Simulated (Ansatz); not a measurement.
Sc (hcp, Mg type)

```
CELL_PARAMETERS angstrom
      3.31949     0.00000     0.00000
     -1.65974     2.87476     0.00000
      0.00000     0.00000     5.16639
ATOMIC_POSITIONS crystal
  Sc 0.33333 0.66667 0.75000
  Sc 0.66667 0.33333 0.25000
```

The atoms are displaced by Q × the pattern below (from a DFPT mode at Γ, largest move 1; Q in Å), at fixed cell.

```tsv
atom	x	y	z
Sc1	0.000	0.000	1.000
Sc2	0.000	0.000	-1.000
```

All values below come from PBE (plane waves to 420 eV, PAW, scalar-relativistic; Ansatz, a quantum-chemistry and plane-wave program). k mesh 16×16×9 (Γ-centred), Fermi-Dirac smearing 0.05 eV. The energy includes the smearing's −TS. With partly filled bands, energies and forces of such displacements shift with the k mesh and the smearing. Sc is run without spin polarisation. Sc was relaxed with its symmetry unable to fall. The PAW data are Ansatz's earlier set. ΔE is measured from the undisplaced structure.

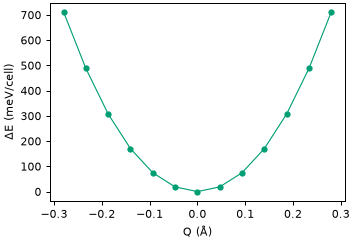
ΔE (meV/cell) against Q (Å); one marker a computed point.

**Question.** What is the energy change at Q = 0.280 Å?

**Answer.** About 710 meV/cell.

**Question.** What harmonic wavenumber does the curvature at Q = 0 give?

**Answer.** About 230 cm⁻¹.

(A displaced cell: forces are minus the slopes of the energy, force constants its curvatures, and phonons follow from these.)
